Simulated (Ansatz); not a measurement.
# CH₅SSi− (SMILES [SiH3][CH-]S): energies and forces away from the minimum, part 2 of 2

Ansatz 0.2.0, Gaussian basis. Earlier steps stand in the parts before.

## Step 4: Structure 1, width 0.04 Å

Contents of pbe-tzvppd/in.yaml:

```yaml
crystal:
  periodic: [false, false, false]
  atoms:
    - {symbol: Si, position_ang: [-0.524800, 0.778951, -0.292916]}
    - {symbol: C, position_ang: [0.876307, -0.321349, -0.139714]}
    - {symbol: S, position_ang: [1.139915, -1.254412, 1.247285]}
    - {symbol: H, position_ang: [-1.930619, 0.249076, -0.299188]}
    - {symbol: H, position_ang: [-0.416308, 1.569556, -1.468600]}
    - {symbol: H, position_ang: [-0.667558, 1.791598, 0.850851]}
    - {symbol: H, position_ang: [1.307184, -0.610724, -1.032749]}
    - {symbol: H, position_ang: [0.330674, -2.305681, 1.249496]}
basis:
  gaussian: {orbitals: "def2-TZVPPD.json"}
total_charge: -1
hamiltonian: {xc: pbe, dispersion: d4}
output: {forces: true}
```

r2scan-tzvppd/in.yaml differs from pbe-tzvppd/in.yaml so:

```diff
-hamiltonian: {xc: pbe, dispersion: d4}
+hamiltonian: {xc: r2scan, dispersion: d4}
```

pbe0-tzvppd/in.yaml:

```diff
-hamiltonian: {xc: pbe, dispersion: d4}
-output: {forces: true}
+hamiltonian: {xc: pbe0, dispersion: d4}
+output: {forces: true, orbitals: {seedname: orbitals}}
```

wb97mv-tzvppd/in.yaml:

```diff
-hamiltonian: {xc: pbe, dispersion: d4}
+hamiltonian: {xc: {name: wB97M-V}}
```

ccsdt-tzvppd/in.yaml:

```diff
-hamiltonian: {xc: pbe, dispersion: d4}
+correlation: {method: ccsd_t}
```

pbe-tzvppd printed, shortened:

```text
Functional definition: PBE
  name "PBE"
  cite "Perdew, Burke & Ernzerhof, Phys. Rev. Lett. 77, 3865 (1996) doi:10.1103/PhysRevLett.77.3865"
  parent pbe
[...]
1092 factors; their error is unknown
[...]
mean field -19821.61048995 eV, -728.4307499355 hartree, gradient 3.9e-5 eV, S^2 0.000000; 0 other end points of the search recorded, 0 dependent functions left out
[...]
reference -19821.61055163 eV, -728.4307522023 hartree; 21, 21 occupied and 200, 200 virtual orbitals, 1092 factors
Total energy: -19821.80827869 eV, -728.4380185377 hartree
Atom 0 at    -0.524800     0.778951    -0.292916 Å, force     0.213550    -0.408060     1.847386 eV/Å
Atom 1 at     0.876307    -0.321349    -0.139714 Å, force    -1.308141     1.239270     0.876997 eV/Å
Atom 2 at     1.139915    -1.254412     1.247285 Å, force     1.412150     0.603453     1.164165 eV/Å
Atom 3 at    -1.930619     0.249076    -0.299188 Å, force    -0.518393    -0.221335    -0.114395 eV/Å
Atom 4 at    -0.416308     1.569556    -1.468600 Å, force     0.048214     0.960150    -1.561769 eV/Å
Atom 5 at    -0.667558     1.791598     0.850851 Å, force     0.029362    -0.073900    -0.092123 eV/Å
Atom 6 at     1.307184    -0.610724    -1.032749 Å, force     1.204058    -0.818817    -2.007735 eV/Å
Atom 7 at     0.330674    -2.305681     1.249496 Å, force    -1.080798    -1.280761    -0.112526 eV/Å
Dipole moment:    -0.078996    -0.143701    -0.113034 e Å
```

r2scan-tzvppd printed, shortened:

```text
[... 5 set-up lines as earlier in the session ...]
[...]
1092 factors; their error is unknown
[...]
mean field -19829.81808735 eV, -728.7323735768 hartree, gradient 2.7e-5 eV, S^2 0.000000; 0 other end points of the search recorded, 0 dependent functions left out
[...]
reference -19829.81810930 eV, -728.7323743833 hartree; 21, 21 occupied and 200, 200 virtual orbitals, 1092 factors
Total energy: -19829.86528086 eV, -728.7341079062 hartree
Atom 0 at    -0.524800     0.778951    -0.292916 Å, force     0.255368    -0.406769     1.884733 eV/Å
Atom 1 at     0.876307    -0.321349    -0.139714 Å, force    -1.416021     1.300838     0.739136 eV/Å
Atom 2 at     1.139915    -1.254412     1.247285 Å, force     1.244684     0.450302     1.067618 eV/Å
Atom 3 at    -1.930619     0.249076    -0.299188 Å, force    -0.367643    -0.165762    -0.121862 eV/Å
Atom 4 at    -0.416308     1.569556    -1.468600 Å, force     0.027940     0.865557    -1.434756 eV/Å
Atom 5 at    -0.667558     1.791598     0.850851 Å, force     0.045173    -0.183612    -0.214747 eV/Å
Atom 6 at     1.307184    -0.610724    -1.032749 Å, force     1.132479    -0.792363    -1.797476 eV/Å
Atom 7 at     0.330674    -2.305681     1.249496 Å, force    -0.921980    -1.068192    -0.122645 eV/Å
Dipole moment:    -0.104595    -0.147304    -0.120235 e Å
```

Output in pbe0-tzvppd, shortened:

```text
[... 5 set-up lines as earlier in the session ...]
[...]
1147 factors; their error is unknown
[...]
mean field -19823.48331934 eV, -728.4995751463 hartree, gradient 3.2e-5 eV, S^2 0.000000; 0 other end points of the search recorded, 0 dependent functions left out
[...]
reference -19823.48336666 eV, -728.4995768851 hartree; 21, 21 occupied and 200, 200 virtual orbitals, 1147 factors
Total energy: -19823.64987300 eV, -728.5056958802 hartree
Atom 0 at    -0.524800     0.778951    -0.292916 Å, force     0.293538    -0.456823     1.916619 eV/Å
Atom 1 at     0.876307    -0.321349    -0.139714 Å, force    -1.452918     1.217478     0.821137 eV/Å
Atom 2 at     1.139915    -1.254412     1.247285 Å, force     1.181391     0.445591     0.998788 eV/Å
Atom 3 at    -1.930619     0.249076    -0.299188 Å, force    -0.365464    -0.171300    -0.127750 eV/Å
Atom 4 at    -0.416308     1.569556    -1.468600 Å, force     0.031607     0.882377    -1.456071 eV/Å
Atom 5 at    -0.667558     1.791598     0.850851 Å, force     0.047590    -0.173947    -0.210040 eV/Å
Atom 6 at     1.307184    -0.610724    -1.032749 Å, force     1.126503    -0.778332    -1.791786 eV/Å
Atom 7 at     0.330674    -2.305681     1.249496 Å, force    -0.862246    -0.965045    -0.150897 eV/Å
Dipole moment:    -0.111813    -0.152503    -0.111819 e Å
```

wb97mv-tzvppd printed, shortened:

```text
[... 5 set-up lines as earlier in the session ...]
  # Of w^i u^j: cxij and so on, Table III.
[...]
  gx(w, u) = 1 - cx + cx01*u + cx10*w
  gss(w, u) = css00 + css04*u^4 + css10*w + css20*w^2 + css43*w^4*u^3
  gos(w, u) = cos00 + cos10*w + (cos20 + cos21*u)*w^2 + (cos60 + cos61*u)*w^6
[...]
      + integral(e_c_pw_mod_opposite_spin*gos(b97_w_opposite, b97_u_opposite)) + vv10(b, c)
1097 factors; their error is unknown
307 factors; integrals over basis functions are off by at most 2.9e-5 eV
[...]
mean field -19829.99198580 eV, -728.7387642268 hartree, gradient 5.1e-5 eV, S^2 0.000000; 0 other end points of the search recorded, 0 dependent functions left out
[...]
reference -19829.99206164 eV, -728.7387670139 hartree; 21, 21 occupied and 200, 200 virtual orbitals, 1097 factors
Total energy: -19829.99206164 eV, -728.7387670139 hartree
Atom 0 at    -0.524800     0.778951    -0.292916 Å, force     0.230587    -0.378216     1.894754 eV/Å
Atom 1 at     0.876307    -0.321349    -0.139714 Å, force    -1.538400     1.336994     0.532417 eV/Å
Atom 2 at     1.139915    -1.254412     1.247285 Å, force     1.145025     0.175573     1.231887 eV/Å
Atom 3 at    -1.930619     0.249076    -0.299188 Å, force    -0.230395    -0.125466    -0.130186 eV/Å
Atom 4 at    -0.416308     1.569556    -1.468600 Å, force     0.009882     0.799971    -1.333531 eV/Å
Atom 5 at    -0.667558     1.791598     0.850851 Å, force     0.056045    -0.252295    -0.300796 eV/Å
Atom 6 at     1.307184    -0.610724    -1.032749 Å, force     1.093227    -0.756299    -1.705772 eV/Å
Atom 7 at     0.330674    -2.305681     1.249496 Å, force    -0.765972    -0.800262    -0.188771 eV/Å
Dipole moment:    -0.125862    -0.164105    -0.105449 e Å
```

ccsdt-tzvppd printed, shortened:

```text
[... 4 set-up lines as earlier in the session ...]
[...]
1242 factors; integrals over basis functions are off by at most 1.1e-3 eV
[...]
mean field -19788.96690092 eV, -727.2311201654 hartree, gradient 3.4e-6 eV, S^2 0.000000; 0 other end points of the search recorded, 0 dependent functions left out
11 core orbitals not correlated: weight in the atoms' cores, before any rotation towards them, 1.000 or more for the frozen orbitals, at most 0.000 for the correlated occupied ones
reference -19788.96690092 eV, -727.2311201654 hartree; 10, 10 occupied and 200, 200 virtual orbitals, 1242 factors
second order -13.69383286 eV of doubles, -0.00000000 eV of singles
cycle   1  -14.40685098 eV  change   -7.1e-1 eV  update   8.8e-2
[...]
cycle  13  -14.87714251 eV  change   -2.2e-6 eV  update   2.3e-6
perturbative correction -0.66570014 eV, -0.0244640291 hartree
[...]
working
working
working
working
working
working
working
working
working
working
Total energy: -19804.50974358 eV, -727.8023090977 hartree
Atom 0 at    -0.524800     0.778951    -0.292916 Å, force     0.067271    -0.276540     1.892649 eV/Å
Atom 1 at     0.876307    -0.321349    -0.139714 Å, force    -1.395092     1.381781     0.418142 eV/Å
Atom 2 at     1.139915    -1.254412     1.247285 Å, force     1.194196     0.052204     1.435702 eV/Å
Atom 3 at    -1.930619     0.249076    -0.299188 Å, force    -0.292745    -0.139747    -0.129182 eV/Å
Atom 4 at    -0.416308     1.569556    -1.468600 Å, force     0.022294     0.836664    -1.400607 eV/Å
Atom 5 at    -0.667558     1.791598     0.850851 Å, force     0.056853    -0.226161    -0.258118 eV/Å
Atom 6 at     1.307184    -0.610724    -1.032749 Å, force     1.128479    -0.789329    -1.782429 eV/Å
Atom 7 at     0.330674    -2.305681     1.249496 Å, force    -0.781257    -0.838872    -0.176157 eV/Å
Dipole moment:    -0.124321    -0.161867    -0.093969 e Å
```

Times: 4.4 s (pbe-tzvppd), 6.5 s (r2scan-tzvppd), 8 s (pbe0-tzvppd), 21 s (wb97mv-tzvppd), 12 min (ccsdt-tzvppd) on 2 threads, shared host; peak memory 3.2 GiB.

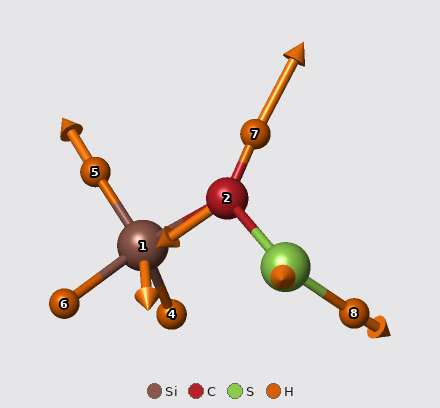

Forces at CCSD(T); the longest arrow is 2.25 eV/Å.

```
   method  RMS force component (eV/Å)  RMS error against CCSD(T) (eV/Å)  angle to CCSD(T) forces (°)
   PBE-D4                       1.001                             0.224                         12.6
r2SCAN-D4                       0.938                             0.151                          9.3
  PBE0-D4                       0.930                             0.166                         10.3
  wB97M-V                       0.906                             0.080                          4.9
  CCSD(T)                       0.924                         reference                    reference
```

## Step 5: Structure 2, width 0.06 Å

Contents of ccsdt-tzvppd/in.yaml:

```yaml
crystal:
  periodic: [false, false, false]
  atoms:
    - {symbol: Si, position_ang: [-0.491310, 0.763399, -0.325006]}
    - {symbol: C, position_ang: [0.822906, -0.290661, -0.162102]}
    - {symbol: S, position_ang: [1.165305, -1.269855, 1.272447]}
    - {symbol: H, position_ang: [-1.887420, 0.138169, -0.218546]}
    - {symbol: H, position_ang: [-0.500435, 1.706107, -1.445013]}
    - {symbol: H, position_ang: [-0.622754, 1.760635, 0.828527]}
    - {symbol: H, position_ang: [1.323001, -0.580101, -1.060252]}
    - {symbol: H, position_ang: [0.339256, -2.268017, 1.338476]}
basis:
  gaussian: {orbitals: "def2-TZVPPD.json"}
total_charge: -1
correlation: {method: ccsd_t}
output: {forces: true}
```

Standard output, shortened:

```text
[... 4 set-up lines as earlier in the session ...]
[...]
1241 factors; integrals over basis functions are off by at most 1.2e-3 eV
[...]
mean field -19788.84751151 eV, -727.2267326852 hartree, gradient 2.6e-6 eV, S^2 0.000000; 0 other end points of the search recorded, 0 dependent functions left out
11 core orbitals not correlated: weight in the atoms' cores, before any rotation towards them, 1.000 or more for the frozen orbitals, at most 0.000 for the correlated occupied ones
reference -19788.84751151 eV, -727.2267326852 hartree; 10, 10 occupied and 200, 200 virtual orbitals, 1241 factors
second order -13.67408213 eV of doubles, -0.00000000 eV of singles
cycle   1  -14.40590592 eV  change   -7.3e-1 eV  update   8.8e-2
[...]
cycle  13  -14.87863870 eV  change   -1.7e-6 eV  update   2.2e-6
perturbative correction -0.66520237 eV, -0.0244457362 hartree
[...]
working
working
working
working
working
working
working
working
working
Total energy: -19804.39135258 eV, -727.7979583086 hartree
Atom 0 at    -0.491310     0.763399    -0.325006 Å, force    -2.455418     1.524930     1.727872 eV/Å
Atom 1 at     0.822906    -0.290661    -0.162102 Å, force     1.910970    -1.665447     0.289684 eV/Å
Atom 2 at     1.165305    -1.269855     1.272447 Å, force     1.342838     1.710401    -0.021161 eV/Å
Atom 3 at    -1.887420     0.138169    -0.218546 Å, force    -0.064475     0.224540    -0.337622 eV/Å
Atom 4 at    -0.500435     1.706107    -1.445013 Å, force     0.054037     0.064337    -0.841284 eV/Å
Atom 5 at    -0.622754     1.760635     0.828527 Å, force    -0.050976    -0.126149    -0.093789 eV/Å
Atom 6 at     1.323001    -0.580101    -1.060252 Å, force     0.554366    -0.449886    -0.469040 eV/Å
Atom 7 at     0.339256    -2.268017     1.338476 Å, force    -1.291341    -1.282726    -0.254661 eV/Å
Dipole moment:    -0.023977    -0.246808    -0.072919 e Å
```

Wall time 10 min (2 threads, shared host); peak memory 3.2 GiB.

The other levels were run on the same coordinates; their logs were not kept, and their results stand in the tables.

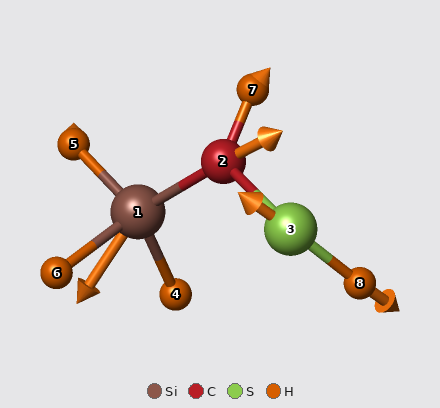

Forces at CCSD(T); the longest arrow is 3.37 eV/Å.

```
   method  RMS force component (eV/Å)  RMS error against CCSD(T) (eV/Å)  angle to CCSD(T) forces (°)
   PBE-D4                       1.135                             0.213                         10.6
r2SCAN-D4                       1.076                             0.136                          7.3
  PBE0-D4                       1.076                             0.156                          8.3
  wB97M-V                       1.027                             0.085                          3.9
  CCSD(T)                       1.072                         reference                    reference
```

## Step 6: Structure 3, width 0.09 Å

Contents of ccsdt-tzvppd/in.yaml:

```yaml
crystal:
  periodic: [false, false, false]
  atoms:
    - {symbol: Si, position_ang: [-0.694303, 0.839972, -0.239645]}
    - {symbol: C, position_ang: [0.956711, -0.402388, -0.084141]}
    - {symbol: S, position_ang: [1.136788, -1.221293, 1.261057]}
    - {symbol: H, position_ang: [-1.977768, 0.244471, -0.272653]}
    - {symbol: H, position_ang: [-0.568371, 1.793225, -1.647136]}
    - {symbol: H, position_ang: [-0.655486, 1.910043, 0.957988]}
    - {symbol: H, position_ang: [1.409881, -0.641095, -0.975646]}
    - {symbol: H, position_ang: [0.238350, -2.277742, 1.449194]}
basis:
  gaussian: {orbitals: "def2-TZVPPD.json"}
total_charge: -1
correlation: {method: ccsd_t}
output: {forces: true}
```

Standard output, shortened:

```text
[... 4 set-up lines as earlier in the session ...]
[...]
1243 factors; integrals over basis functions are off by at most 1.1e-3 eV
[...]
mean field -19787.55466460 eV, -727.1792214379 hartree, gradient 9.9e-6 eV, S^2 0.000000; 0 other end points of the search recorded, 0 dependent functions left out
11 core orbitals not correlated: weight in the atoms' cores, before any rotation towards them, 1.000 or more for the frozen orbitals, at most 0.000 for the correlated occupied ones
reference -19787.55466460 eV, -727.1792214379 hartree; 10, 10 occupied and 200, 200 virtual orbitals, 1243 factors
second order -13.80380151 eV of doubles, -0.00000000 eV of singles
cycle   1  -14.46971757 eV  change   -6.7e-1 eV  update   9.7e-2
[...]
cycle  13  -14.98948854 eV  change   -2.7e-6 eV  update   4.3e-6
perturbative correction -0.70919311 eV, -0.0260623659 hartree
[...]
working
working
working
working
working
working
working
[...]
Total energy: -19803.25334625 eV, -727.7561373475 hartree
Atom 0 at    -0.694303     0.839972    -0.239645 Å, force     4.811731     1.004308    -0.508869 eV/Å
Atom 1 at     0.956711    -0.402388    -0.084141 Å, force    -4.252894     4.757410    -2.205072 eV/Å
Atom 2 at     1.136788    -1.221293     1.261057 Å, force     0.956716    -2.095639     4.492595 eV/Å
Atom 3 at    -1.977768     0.244471    -0.272653 Å, force    -1.555409    -0.546915     0.031873 eV/Å
Atom 4 at    -0.568371     1.793225    -1.647136 Å, force    -0.354014    -1.159311     1.677821 eV/Å
Atom 5 at    -0.655486     1.910043     0.957988 Å, force    -0.319103    -0.995427    -1.039547 eV/Å
Atom 6 at     1.409881    -0.641095    -0.975646 Å, force     0.877742    -0.736194    -2.060838 eV/Å
Atom 7 at     0.238350    -2.277742     1.449194 Å, force    -0.164769    -0.228232    -0.387962 eV/Å
Dipole moment:    -0.309252    -0.031088    -0.086715 e Å
```

Run time: 8.6 min. Hardware: 2 threads, shared host; peak memory 3.2 GiB.

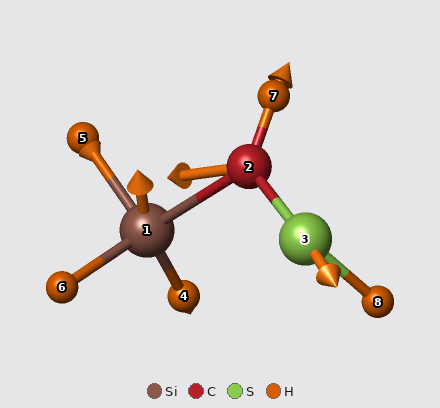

Forces at CCSD(T); the longest arrow is 6.75 eV/Å.

```
   method  RMS force component (eV/Å)  RMS error against CCSD(T) (eV/Å)  angle to CCSD(T) forces (°)
   PBE-D4                       1.989                             0.293                          6.9
r2SCAN-D4                       2.008                             0.224                          4.9
  PBE0-D4                       2.023                             0.209                          4.7
  wB97M-V                       2.096                             0.102                          2.4
  CCSD(T)                       2.145                         reference                    reference
```

## Step 7: Structure 4, width 0.02 Å

Contents of ccsdt-tzvppd/in.yaml:

```yaml
crystal:
  periodic: [false, false, false]
  atoms:
    - {symbol: Si, position_ang: [-0.533587, 0.828497, -0.283196]}
    - {symbol: C, position_ang: [0.876483, -0.293376, -0.192376]}
    - {symbol: S, position_ang: [1.164278, -1.224954, 1.241314]}
    - {symbol: H, position_ang: [-1.990428, 0.220890, -0.279338]}
    - {symbol: H, position_ang: [-0.511219, 1.623359, -1.532228]}
    - {symbol: H, position_ang: [-0.647737, 1.764441, 0.882800]}
    - {symbol: H, position_ang: [1.339389, -0.673382, -1.103401]}
    - {symbol: H, position_ang: [0.293134, -2.265170, 1.241254]}
basis:
  gaussian: {orbitals: "def2-TZVPPD.json"}
total_charge: -1
correlation: {method: ccsd_t}
output: {forces: true}
```

Standard output, shortened:

```text
[... 4 set-up lines as earlier in the session ...]
[...]
1244 factors; integrals over basis functions are off by at most 1.0e-3 eV
[...]
mean field -19789.11225351 eV, -727.2364617745 hartree, gradient 4.6e-6 eV, S^2 0.000000; 0 other end points of the search recorded, 0 dependent functions left out
11 core orbitals not correlated: weight in the atoms' cores, before any rotation towards them, 1.000 or more for the frozen orbitals, at most 0.000 for the correlated occupied ones
reference -19789.11225351 eV, -727.2364617745 hartree; 10, 10 occupied and 200, 200 virtual orbitals, 1244 factors
second order -13.70894409 eV of doubles, -0.00000000 eV of singles
cycle   1  -14.41699228 eV  change   -7.1e-1 eV  update   9.1e-2
[...]
cycle  13  -14.90568846 eV  change   -2.2e-6 eV  update   2.7e-6
perturbative correction -0.68040988 eV, -0.0250046020 hartree
[...]
working
working
working
working
working
working
Total energy: -19804.69835186 eV, -727.8092403241 hartree
Atom 0 at    -0.533587     0.828497    -0.283196 Å, force    -0.371414    -0.978244     0.382430 eV/Å
Atom 1 at     0.876483    -0.293376    -0.192376 Å, force    -0.263286     0.476794    -0.510629 eV/Å
Atom 2 at     1.164278    -1.224954     1.241314 Å, force     0.345820    -0.012681     0.495593 eV/Å
Atom 3 at    -1.990428     0.220890    -0.279338 Å, force     0.579412     0.318685    -0.049864 eV/Å
Atom 4 at    -0.511219     1.623359    -1.532228 Å, force    -0.014970     0.271341    -0.269780 eV/Å
Atom 5 at    -0.647737     1.764441     0.882800 Å, force     0.023898     0.100365    -0.037609 eV/Å
Atom 6 at     1.339389    -0.673382    -1.103401 Å, force    -0.054750     0.045439     0.038234 eV/Å
Atom 7 at     0.293134    -2.265170     1.241254 Å, force    -0.244711    -0.221699    -0.048374 eV/Å
Dipole moment:    -0.086876    -0.117203    -0.018559 e Å
```

Wall time 7.4 min (2 threads, shared host); peak memory 3.2 GiB.

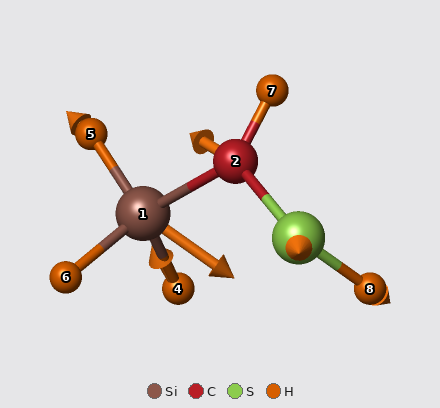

Forces at CCSD(T); the longest arrow is 1.11 eV/Å.

```
   method  RMS force component (eV/Å)  RMS error against CCSD(T) (eV/Å)  angle to CCSD(T) forces (°)
   PBE-D4                       0.384                             0.217                         34.0
r2SCAN-D4                       0.347                             0.143                         23.8
  PBE0-D4                       0.339                             0.157                         26.5
  wB97M-V                       0.341                             0.081                         13.5
  CCSD(T)                       0.346                         reference                    reference
```

## Step 8: All structures together

Energy above the minimum (kJ/mol):

```
structure  width (Å)  PBE-D4  r2SCAN-D4  PBE0-D4  wB97M-V  Hartree-Fock    MP2   CCSD  CCSD(T)
        1       0.04    25.8       21.8     20.7     19.3          16.8   18.6   20.0     21.4
        2       0.06    37.6       33.9     33.2     30.2          28.3   32.0   31.4     32.8
        3       0.09   125.4      134.0    135.4    144.6         153.0  144.2  145.4    142.6
        4       0.02     3.8        3.9      3.8      3.7           2.7    3.1    3.2      3.2
```

What each level costs and misses (shared host):

```
      method  mean energy error from CCSD(T) (kJ/mol)        mean time a point
      PBE-D4                                      6.7                    3.7 s
   r2SCAN-D4                                      2.7                    5.2 s
     PBE0-D4                                      2.2                    6.5 s
     wB97M-V                                      1.8                     16 s
Hartree-Fock                                      5.0  part of the CCSD(T) run
         MP2                                      1.3  part of the CCSD(T) run
        CCSD                                      1.4  part of the CCSD(T) run
     CCSD(T)                                        0                  9.6 min
```

The best functional, wB97M-V, misses by 1.8 kJ/mol and takes 16 s a point, against 9.6 min for CCSD(T).

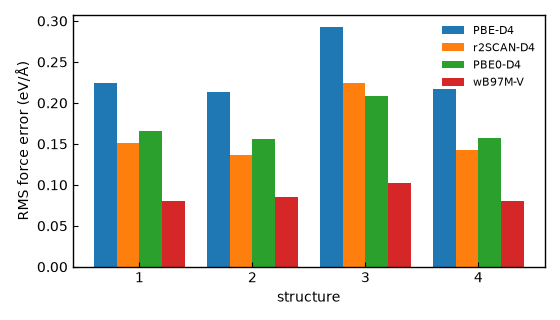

Force errors against CCSD(T).

## Step 9: What came out

What follows sums up all 2 parts.

```
                         quantity                                                                                            value
energy above the minimum, CCSD(T)                                                                    21.4, 32.8, 142.6, 3.2 kJ/mol
                mean energy error  PBE-D4 6.7, r2SCAN-D4 2.7, PBE0-D4 2.2, wB97M-V 1.8, Hartree-Fock 5.0, MP2 1.3, CCSD 1.4 kJ/mol
             mean RMS force error                                 PBE-D4 0.237, r2SCAN-D4 0.164, PBE0-D4 0.172, wB97M-V 0.087 eV/Å
            largest T1 diagnostic                                                                                            0.014
```

In words: MP2 gives the best energies and PBE-D4 the worst. For forces wB97M-V is best, off by 8 % of the typical force, and PBE-D4 worst (21 %); with few structures and a triple-zeta reference, gaps of a few points rank nothing.
